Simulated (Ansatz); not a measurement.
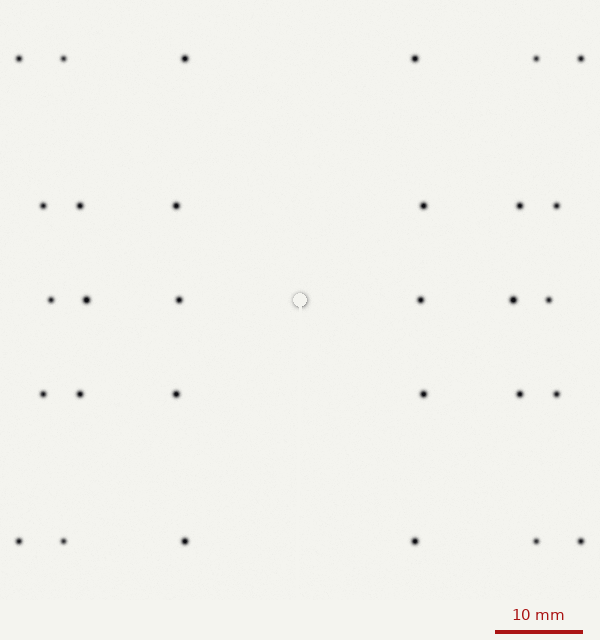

Simulated X-ray rotation photograph: Cu Kα radiation (λ = 1.5418 Å), cylindrical film of radius 30.0 mm unrolled, rotation axis vertical and normal to the beam, kinematic intensities without Lorentz or polarisation factors, the film spanning ±63° about the beam; spots down to d = 1.35 Å.

Measure the layer lines and find the identity period along the axis.

The first layer line lies 10.8 mm from the equator, so tan ν = 0.361, sin ν = 0.339 and the period is λ/sin ν = 4.54 Å. Further lines follow at 27.7 mm.

The crystal is SmF2, space group P-3m1 (No. 164), a = 3.876 Å, c = 4.542 Å (hexagonal axes). Structure: the input geometry of an electronic-structure calculation (not necessarily at equilibrium); the starting structure was generated, so it need not be a known form of this composition.

About which axis was it rotated?

About [001], whose length in the conventional cell is 4.542 Å.
